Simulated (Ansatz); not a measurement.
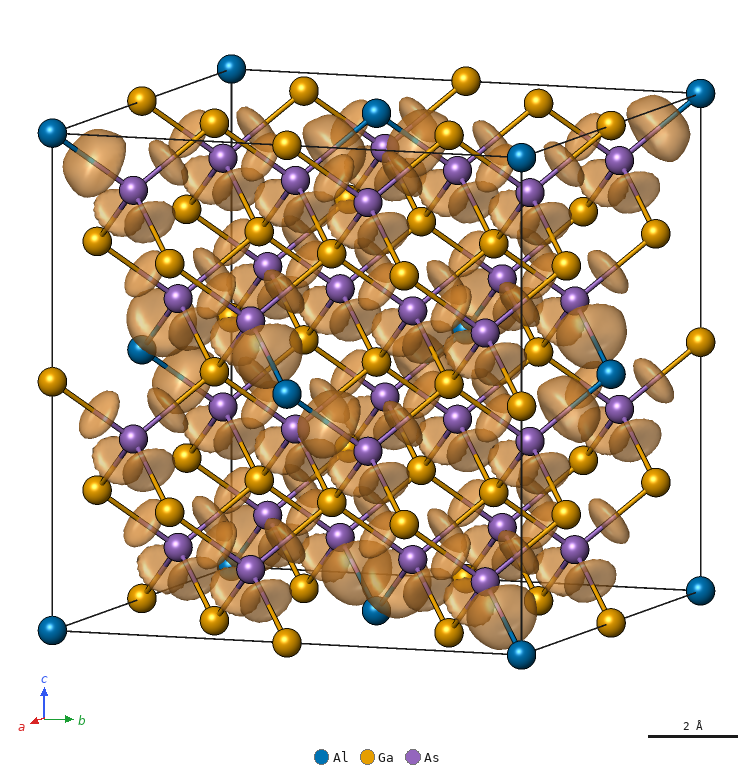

AlGa₇As₈. Isosurface of the ELF at 0.7 (orange), seen slightly off an axis. Core shells and regions of very low density are left out. Sticks mark near contacts.

Space group F-43m; a generated structure, not necessarily the stable one.

Method: DFT PBEsol, scalar-relativistic, plane waves, PAW (Ansatz).

In a PAW calculation such maps are meaningful between the atoms, not at the nuclei.

The calculation's input:

```
crystal:
  lattice:
    - [-5.6545875, 5.6545875, 0.0]
    - [-5.6545875, 0.0, 5.6545875]
    - [0.0, 5.6545875, 5.6545875]
  atoms:
    - { symbol: Al, position: [0.0, 0.0, 0.0] }
    - { symbol: Ga, position: [0.5, 0.0, 0.0] }
    - { symbol: Ga, position: [0.0, 0.5, 0.0] }
    - { symbol: Ga, position: [0.0, 0.0, 0.5] }
    - { symbol: Ga, position: [0.5, 0.5, 0.0] }
    - { symbol: Ga, position: [0.5, 0.0, 0.5] }
    - { symbol: Ga, position: [0.0, 0.5, 0.5] }
    - { symbol: Ga, position: [0.5, 0.5, 0.5] }
    - { symbol: As, position: [0.875, 0.875, 0.375] }
    - { symbol: As, position: [0.375, 0.875, 0.375] }
    - { symbol: As, position: [0.875, 0.375, 0.375] }
    - { symbol: As, position: [0.875, 0.875, 0.875] }
    - { symbol: As, position: [0.375, 0.375, 0.375] }
    - { symbol: As, position: [0.375, 0.875, 0.875] }
    - { symbol: As, position: [0.875, 0.375, 0.875] }
    - { symbol: As, position: [0.375, 0.375, 0.875] }
basis:
  ecutwfc: 420
kpoints:
  mp_grid: { grid: [6, 6, 6] }
hamiltonian:
  xc: pbesol
scf:
  occupations: { method: gaussian, width: 0.02 }
output:
  forces: true
  stress: true
  eigenvalues: true
  write_density: true
  write_potential: true
  elf: true
  volumetric_format: npy
relax:
  adjacent_minimum: "off"
  f_tol: 0.005
  max_steps: 80
  cell: { stress_tol: 0.05 }
```

Run with:

```sh
ansatz run input.yaml --threads 4 --pin off --max-ram 10240MiB --backend cpu --events-out ev --progress --plain --runs-dir out
```

Below, planes, directions and counts refer to the conventional cell (a = 11.32 Å, b = 11.32 Å, c = 11.32 Å, α = 90.00°, β = 90.00°, γ = 90.00°).

The fields are those of the relaxed geometry.

**Describe the localisation domains.**

At this value the surface marks out 16 regions between bonded Al–As atoms (shared pairs) and 112 regions between bonded As–Ga atoms (shared pairs), counted in one cell of 64 atoms. Any copies at cell faces, edges or corners count once. Profiles from the grid: Ga–As (2.45 Å): the ELF peaks at about 0.80 between the atoms (localised, covalent bonding). Al–As (2.45 Å): the ELF peaks at about 0.95 between the atoms; a covalent bond.
